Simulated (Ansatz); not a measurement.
System Li₃SeF (space group P6/mmm, No. 191); source of the atomic positions: the end point of a relaxation with Ansatz, DFT PBE, scalar-relativistic, plane waves, PAW; the starting structure was generated, so it need not be a known form of this composition.

```cif
data_structure
_symmetry_space_group_name_H-M 'P6/mmm'
_symmetry_Int_Tables_number 191
_cell_length_a 5.0958
_cell_length_b 5.0958
_cell_length_c 4.7040
_cell_angle_alpha 90.000
_cell_angle_beta 90.000
_cell_angle_gamma 120.000
_cell_volume 105.79
loop_
_atom_site_label
_atom_site_type_symbol
_atom_site_symmetry_multiplicity
_atom_site_Wyckoff_symbol
_atom_site_fract_x
_atom_site_fract_y
_atom_site_fract_z
_atom_site_occupancy
Li1 Li 3 f 0.50000 0.00000 0.00000 1
Se1 Se 1 b 0.00000 0.00000 0.50000 1
F1 F 1 a 0.00000 0.00000 0.00000 1
```

Bonds are taken as F–Li below 2.9 Å, F–Se below 2.6 Å and Li–Li below 2.9 Å. The graph is simplified in the usual way: terminal and isolated atoms are pruned, two-connected atoms become edges.

Derive the underlying net.

The result is a binodal (6,8)-connected, three-periodic net: Li is a 6-connected node; F is an 8-connected node, in the ratio 3:1. Se becomes part of the edges. It is a single net, without interpenetration.

| node | links | point symbol | coordination sequence |
| --- | --- | --- | --- |
| Li | 6 | 3⁶·4⁶·5³ | 6 16 48 90 144 210 288 378 |
| F | 8 | 3⁶·4⁶·5³·6¹²·8 | 8 26 56 98 152 218 296 386 |

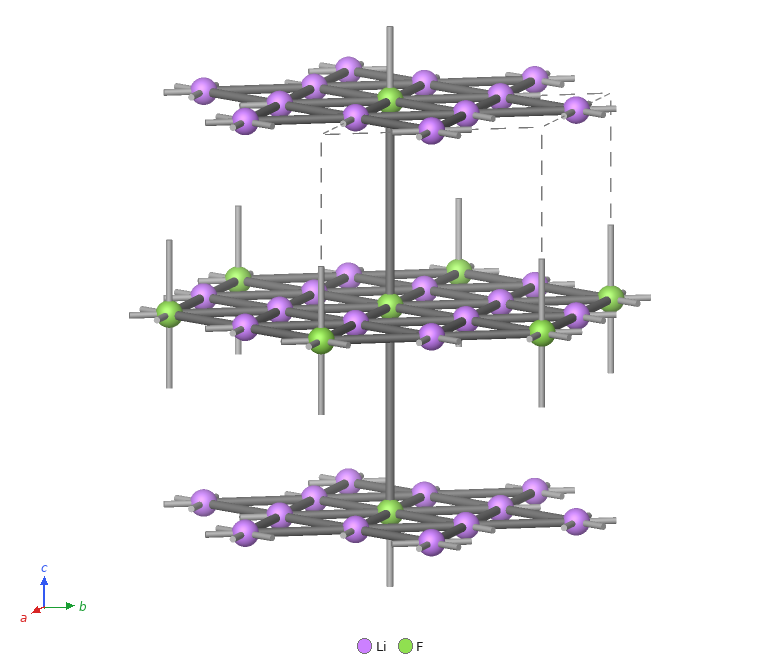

Nodes are coloured by element. Short stubs are edges that leave the cut-out.
